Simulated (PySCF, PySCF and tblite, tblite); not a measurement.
# C₄H₄FNO₂: telling isomers apart by computed NMR, part 3 of 3

PySCF and tblite. Atoms count from 0.

## 12. Shieldings, isomer B, conformer 1: OLYP/pcSseg-1 in water

The job: settings as JSON, then the geometry in Å.

```
{"job": {"xc": "OLYP", "basis": "pcSseg-1", "solvent": "water", "grid": 1, "scf": {"damp": 0.3}, "kind": "nmr", "pop": false}, "charge": 0, "multiplicity": 1}
O     -0.304521     2.081839     0.094164
C      0.301105     0.903145    -0.036202
O      1.636882     0.847345    -0.232571
C      1.905007    -0.474621    -0.345111
N      0.868497    -1.223643    -0.236758
C     -0.191752    -0.374523    -0.038000
C     -1.581939    -0.856291     0.172248
F     -1.961480    -0.703153     1.489288
H      0.353633     2.788621     0.092885
H      2.915543    -0.784687    -0.508407
H     -2.299894    -0.281424    -0.421766
H     -1.639882    -1.923294    -0.055799
```

The log of the run:

```text
damping 0.30 in the first 6 cycles
final grid: 51392 points
cycle   1  E = -459.5463191009  dE =  1.465e+00  |g| = 8.933e-01  |ddm| = 3.412e+00
cycle   2  E = -459.5674495383  dE = -2.113e-02  |g| = 8.192e-01  |ddm| = 1.114e+00
cycle   3  E = -459.5633382072  dE =  4.111e-03  |g| = 8.184e-01  |ddm| = 9.869e-01
cycle   4  E = -459.5405835469  dE =  2.275e-02  |g| = 8.692e-01  |ddm| = 1.040e+00
cycle   5  E = -459.5049204780  dE =  3.566e-02  |g| = 9.570e-01  |ddm| = 1.146e+00
cycle   6  E = -458.7936778369  dE =  7.112e-01  |g| = 2.055e+00  |ddm| = 2.039e+00
cycle   7  E = -456.8717162280  dE =  1.922e+00  |g| = 3.759e+00  |ddm| = 3.512e+00
cycle   8  E = -459.6296133097  dE = -2.758e+00  |g| = 5.098e-01  |ddm| = 2.284e+00
cycle   9  E = -459.6254211525  dE =  4.192e-03  |g| = 5.296e-01  |ddm| = 6.382e-01
cycle  10  E = -459.6825479766  dE = -5.713e-02  |g| = 3.944e-02  |ddm| = 3.737e-01
cycle  11  E = -459.6828114214  dE = -2.634e-04  |g| = 2.335e-02  |ddm| = 4.730e-02
cycle  12  E = -459.6829015682  dE = -9.015e-05  |g| = 7.522e-03  |ddm| = 2.000e-02
cycle  13  E = -459.6829138945  dE = -1.233e-05  |g| = 1.475e-03  |ddm| = 7.388e-03
cycle  14  E = -459.6829143298  dE = -4.353e-07  |g| = 5.950e-04  |ddm| = 1.324e-03
cycle  15  E = -459.6829143896  dE = -5.983e-08  |g| = 1.204e-04  |ddm| = 4.152e-04
cycle  16  E = -459.6829143922  dE = -2.613e-09  |g| = 1.674e-05  |ddm| = 9.556e-05
cycle  17  E = -459.6829143923  dE = -3.104e-11  |g| = 1.153e-05  |ddm| = 2.266e-05
converged SCF energy = -459.6829143923

GIAO shielding tensors (ppm)
atom      isotropic    diamagn.    paramagn.     s11        s22        s33       span
  0 O      224.343     389.313    -164.970    157.717    242.430    272.882    115.165
  1 C       24.836     257.012    -232.175    -30.549     32.304     72.754    103.303
  2 O       14.007     401.317    -387.309    -69.702    -38.920    150.644    220.346
  3 C       48.412     253.315    -204.903    -18.836     72.235     91.838    110.674
  4 N      -21.706     331.052    -352.757   -186.601    -73.058    194.542    381.144
  5 C       75.531     258.630    -183.099     35.794     62.471    128.330     92.536
  6 C      102.244     237.550    -135.306     68.369     82.781    155.583     87.214
  7 F      393.836     472.376     -78.540    349.740    384.084    447.683     97.943
  8 H       25.309      29.980      -4.671     17.374     22.793     35.760     18.387
  9 H       24.521      29.389      -4.868     20.753     24.733     28.076      7.322
 10 H       25.628      27.502      -1.874     22.231     25.949     28.703      6.472
 11 H       25.903      26.942      -1.038     21.802     26.163     29.745      7.943
```

Run time: 22 s. Hardware: 1 thread of AMD EPYC, shared host; peak memory 1 GiB.

In short: HOMO -5.30 eV, LUMO -0.68 eV; dipole 4.49 D.

## 13. Shieldings, isomer B, conformer 2: OLYP/pcSseg-1 in water

The job: settings as JSON, then the geometry in Å.

```
{"job": {"xc": "OLYP", "basis": "pcSseg-1", "solvent": "water", "grid": 1, "scf": {"damp": 0.3}, "kind": "nmr", "pop": false}, "charge": 0, "multiplicity": 1}
O     -0.071832     2.155350     0.028333
C      0.459542     0.933287    -0.086654
O      1.777126     0.836494    -0.348323
C      2.013741    -0.487935    -0.405405
N      0.971834    -1.217155    -0.204530
C     -0.054182    -0.331828     0.005451
C     -1.452006    -0.768908     0.279384
F     -2.257020     0.337107     0.451581
H     -1.017183     2.078862     0.218208
H      3.007075    -0.830756    -0.604628
H     -1.863107    -1.343315    -0.557364
H     -1.512789    -1.361889     1.197920
```

The log of the run:

```text
damping 0.30 in the first 6 cycles
final grid: 51392 points
cycle   1  E = -459.5513715312  dE =  1.469e+00  |g| = 8.737e-01  |ddm| = 3.372e+00
cycle   2  E = -459.5734896893  dE = -2.212e-02  |g| = 7.919e-01  |ddm| = 1.187e+00
cycle   3  E = -459.5732382371  dE =  2.515e-04  |g| = 7.862e-01  |ddm| = 1.056e+00
cycle   4  E = -459.5562503153  dE =  1.699e-02  |g| = 8.246e-01  |ddm| = 1.095e+00
cycle   5  E = -459.5385094296  dE =  1.774e-02  |g| = 8.785e-01  |ddm| = 1.171e+00
cycle   6  E = -458.9856144771  dE =  5.529e-01  |g| = 1.859e+00  |ddm| = 2.076e+00
cycle   7  E = -457.6625466990  dE =  1.323e+00  |g| = 3.303e+00  |ddm| = 3.269e+00
cycle   8  E = -459.6589064034  dE = -1.996e+00  |g| = 3.131e-01  |ddm| = 1.805e+00
cycle   9  E = -459.6678486168  dE = -8.942e-03  |g| = 2.440e-01  |ddm| = 4.020e-01
cycle  10  E = -459.6803519552  dE = -1.250e-02  |g| = 3.146e-02  |ddm| = 1.810e-01
cycle  11  E = -459.6805433009  dE = -1.913e-04  |g| = 1.452e-02  |ddm| = 3.490e-02
cycle  12  E = -459.6805850465  dE = -4.175e-05  |g| = 6.020e-03  |ddm| = 1.536e-02
cycle  13  E = -459.6805923426  dE = -7.296e-06  |g| = 1.697e-03  |ddm| = 5.772e-03
cycle  14  E = -459.6805928385  dE = -4.960e-07  |g| = 6.757e-04  |ddm| = 1.728e-03
cycle  15  E = -459.6805929442  dE = -1.057e-07  |g| = 1.118e-04  |ddm| = 6.209e-04
cycle  16  E = -459.6805929460  dE = -1.827e-09  |g| = 7.722e-05  |ddm| = 1.384e-04
cycle  17  E = -459.6805929470  dE = -1.005e-09  |g| = 7.060e-06  |ddm| = 6.080e-05
cycle  18  E = -459.6805929470  dE = -5.116e-12  |g| = 4.224e-06  |ddm| = 6.615e-06
converged SCF energy = -459.6805929470

GIAO shielding tensors (ppm)
atom      isotropic    diamagn.    paramagn.     s11        s22        s33       span
  0 O      224.898     390.817    -165.918    165.321    243.275    266.099    100.778
  1 C       28.222     254.201    -225.979    -25.687     38.381     71.971     97.658
  2 O       28.536     399.072    -370.536    -71.634    -19.817    177.059    248.694
  3 C       47.410     253.237    -205.827    -20.981     72.475     90.736    111.717
  4 N      -11.142     331.646    -342.788   -181.637    -71.096    219.306    400.942
  5 C       75.346     263.676    -188.330     36.663     66.741    122.633     85.970
  6 C       95.652     239.085    -143.433     61.618     72.127    153.211     91.593
  7 F      445.914     473.522     -27.608    429.192    435.617    472.932     43.740
  8 H       25.150      33.011      -7.861     15.282     24.973     35.197     19.915
  9 H       24.418      29.079      -4.661     20.685     24.656     27.912      7.227
 10 H       25.413      27.277      -1.864     21.041     25.973     29.225      8.185
 11 H       25.416      27.283      -1.867     21.037     25.979     29.232      8.195
```

Run time: 24 s. Hardware: 1 thread of AMD EPYC, shared host; peak memory 1 GiB.

Key values: HOMO -5.12 eV, LUMO -0.60 eV; dipole 0.81 D.

## 14. Boltzmann average, isomer B: properties at OLYP/pcSseg-1 in water

The job: settings as JSON, then the geometry in Å.

```
{"job": {"study": "conf", "smiles": "Oc1ocnc1CF", "search": {"seed": 334, "n_embed": 90, "ff_keep": 18, "window": 2.5, "nmax": 6, "temps": [250, 298.15, 350], "t_ref": 298.15, "order": 0.002}, "level": {"nmr": {"xc": "OLYP", "basis": "pcSseg-1", "solvent": "water", "grid": 1, "scf": {"damp": 0.3}}, "change": "OLYP/pcSseg-1; solvent water; grid level 1; damp 0.3"}, "kind": "conf"}, "charge": 0, "multiplicity": 1}
O     -0.304521     2.081839     0.094164
C      0.301105     0.903145    -0.036202
O      1.636882     0.847345    -0.232571
C      1.905007    -0.474621    -0.345111
N      0.868497    -1.223643    -0.236758
C     -0.191752    -0.374523    -0.038000
C     -1.581939    -0.856291     0.172248
F     -1.961480    -0.703153     1.489288
H      0.353633     2.788621     0.092885
H      2.915543    -0.784687    -0.508407
H     -2.299894    -0.281424    -0.421766
H     -1.639882    -1.923294    -0.055799
```

The log of the run:

```text
conformer  sym    E(xTB)   E(DFT)   G(298.15 K)  weight  dipole/D
    1     C1      0.324    0.000    0.000   0.9197    4.490
    2     Cs      0.000    0.738    1.445   0.0803    0.811

mean shielding (ppm) by class
class atoms           250 K   298.15 K      350 K
  0 O  0            224.377    224.388    224.397
  1 C  1             25.046     25.108     25.166
  2 O  2             14.906     15.173     15.424
  3 C  3              48.35     48.332     48.315
  4 N  4            -21.052    -20.858    -20.676
  5 C  5              75.52     75.517     75.513
  6 C  6            101.836    101.715    101.602
  7 F  7            397.058    398.015    398.913
  8 H  8             25.299     25.296     25.294
  9 H  9             24.514     24.512     24.511
 10 H  10,11         25.744     25.737     25.731
```

Wall time 46 s (1 thread of AMD EPYC, shared host). This counts the runs that the step sums up.

Against the first level, at 298 K (shieldings, ppm; largest changes first):

| atoms | KT3/pcSseg-1 in dichloromethane | OLYP/pcSseg-1 in water | change |
| --- | --- | --- | --- |
| F7 | 417.6 | 398.0 | -19.6 |
| O2 | 27.9 | 15.2 | -12.7 |
| N4 | -9.0 | -20.9 | -11.8 |
| C1 | 31.2 | 25.1 | -6.1 |
| C5 | 80.5 | 75.5 | -5.0 |
| C3 | 52.5 | 48.3 | -4.2 |
| C6 | 102.2 | 101.7 | -0.5 |
| O0 | 224.8 | 224.4 | -0.4 |
| H8 | 25.47 | 25.30 | -0.17 |
| H10, H11 | 25.68 | 25.74 | +0.06 |

Weights: from B3LYP/def2-SVP in dichloromethane energies 1: 49 %, 2: 51 %; from OLYP/pcSseg-1 in water energies 1: 92 %, 2: 8 % (with a dispersion term where the level has one and the same thermal terms, so they don't follow from the SCF energies alone). Times: 85 s and 46 s.

## 15. Assigning the signals

The job: settings as JSON, then the geometry in Å.

```
{"job": {"study": "set", "relation": "regioisomers", "members": [{"smiles": "[OH:1][c:2]1[cH:3][n:4][c:5]([CH2:6][F:7])[o:8]1"}, {"smiles": "[OH:1][c:2]1[o:3][cH:4][n:5][c:6]1[CH2:7][F:8]"}], "charge": 0, "search": {"seed": 334, "n_embed": 90, "ff_keep": 18, "window": 2.5, "nmax": 6, "temps": [250, 298.15, 350], "t_ref": 298.15, "order": 0.002}, "level": {"nmr": {"xc": "KT3", "basis": "pcSseg-1", "solvent": "dichloromethane"}, "sp": {"xc": "B3LYP", "basis": "def2-SVP", "solvent": "dichloromethane"}}, "dp4": {"C": [2.0, 10], "H": [0.12, 10]}, "second_levels": [{"nmr": {"xc": "OLYP", "basis": "pcSseg-1", "solvent": "water", "grid": 1, "scf": {"damp": 0.3}}, "wide": true, "change": "OLYP/pcSseg-1; solvent water; grid level 1; damp 0.3"}], "kind": "set"}, "charge": 0, "multiplicity": 1}
O     -2.688376    -0.014295    -0.708607
C     -1.450901    -0.309372    -0.310976
C     -0.876807    -1.483272     0.079770
N      0.429258    -1.230102     0.384708
C      0.607607     0.031662     0.183706
C      1.864017     0.799043     0.378208
F      2.372266     1.223428    -0.828619
O     -0.518977     0.666207    -0.243222
H     -2.739698     0.923460    -0.935287
H     -1.300782    -2.459799     0.157810
H      1.691361     1.701134     0.975750
H      2.612231     0.151220     0.840733
```

The log of the run:

```text
isomer  G rel   conformers  SMILES
A     0.440      1   Oc1cnc(CF)o1
B     0.000      2   Oc1ocnc1CF

signals of isomer B at the second level: probabilities [0.0, 1.0]
```

Run time: 3.1 min. Hardware: 1 thread of AMD EPYC, shared host; peak memory 1 GiB. This counts the whole study up to here.

The 2 candidates (regioisomers), with energies and dipoles from their ensembles above, at 298 K; shieldings at KT3/pcSseg-1 in dichloromethane:

| isomer | SMILES | conformers | ΔE | ΔG | μ rms (D) |
| --- | --- | --- | --- | --- | --- |
| A | Oc1cnc(CF)o1 | 1 | 0.81 | 0.44 | 3.25 |
| B | Oc1ocnc1CF | 2 | 0.00 | 0.00 | 3.02 |

Energies in kcal/mol.

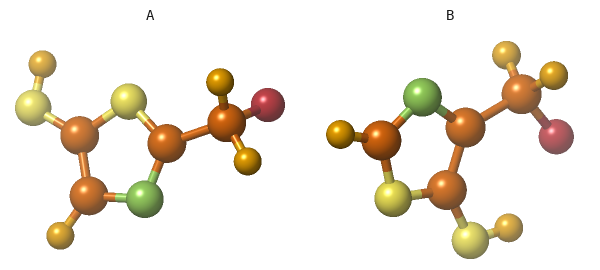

The leading conformer of each candidate.

The signals of isomer B, computed at a second level (OLYP/pcSseg-1 in water), stand in for a spectrum. The test takes 4 C values, 3 H values (hydrogens on carbon alone). Each candidate's shieldings are matched to them as sorted lists by a straight-line fit, or by a shift alone where signals are few or close (slope 1; a small slope inflates the errors), and the errors are weighed by Student-t tails (C: width 2.0 ppm, H: width 0.12 ppm).

| candidate | C slope | C mean error | C largest | H slope | H mean error | H largest | P(C) | P(H) | P(all) |
| --- | --- | --- | --- | --- | --- | --- | --- | --- | --- |
| A | 1.10 | 5.2 | 8.5 | 1.00 | 0.31 | 0.47 | 0.0 | 0.0 | 0.0 |
| B | 0.94 | 1.0 | 2.0 | 1.00 | 0.03 | 0.04 | 100.0 | 100.0 | 100.0 |

Errors in ppm, probabilities in per cent.

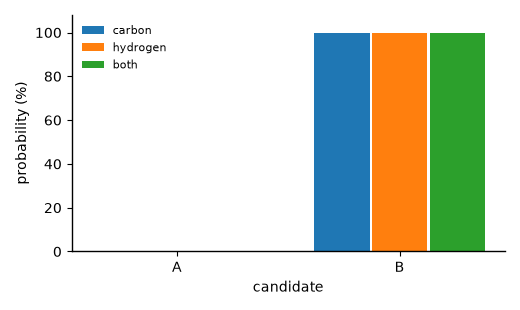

Probabilities for the signals of isomer B.

## 16. Results

What follows sums up all 3 parts.

| quantity | value |
| --- | --- |
| conformers, isomer A | 1; the first in weight is no. 1 (C1), 100 % at 298 K |
| root-mean-square dipole, isomer A | 3.25 D |
| averaged ¹³C shifts, isomer A (KT3/pcSseg-1 in dichloromethane) | 158.2, 142.6, 95.8, 80.1 ppm |
| averaged ¹H shifts, isomer A (KT3/pcSseg-1 in dichloromethane) | 6.30, 6.01, 5.77 ppm |
| conformers, isomer B | 2; the first in weight is no. 2 (Cs), 51 % at 298 K |
| root-mean-square dipole, isomer B | 3.02 D |
| averaged ¹³C shifts, isomer B (KT3/pcSseg-1 in dichloromethane) | 154.2, 132.9, 104.9, 83.2 ppm |
| averaged ¹H shifts, isomer B (KT3/pcSseg-1 in dichloromethane) | 7.23, 6.27, 6.06 ppm |
| lowest in free energy | A, B, within 0.5 kcal/mol of one another |
| signals of B (OLYP/pcSseg-1 in water) | best fit B, 100 % |

In words: The search found one conformer for isomer A in the window, so the averages are its own values. Protons on O, N, S or Se exchange and bind to solvent, so their values hold for the lone molecule only. At 298 K conformer 2 holds 51 % of the ensemble for isomer B (56 % at 250 K, 47 % at 350 K). Among conformers of isomer B over 5 %, C6 differs by 6.8 ppm, while the average moves by 0.6 ppm from 250 to 350 K. Between KT3/pcSseg-1 in dichloromethane and OLYP/pcSseg-1 in water, F7 of isomer B changes most, by 19.6 ppm of raw shielding; the energies behind the two averages rank different conformers first. The test names the right isomer, B, with 100 %. The stand-in spectrum is computed, so it shares geometries and errors with the candidates; a measured one would test harder.
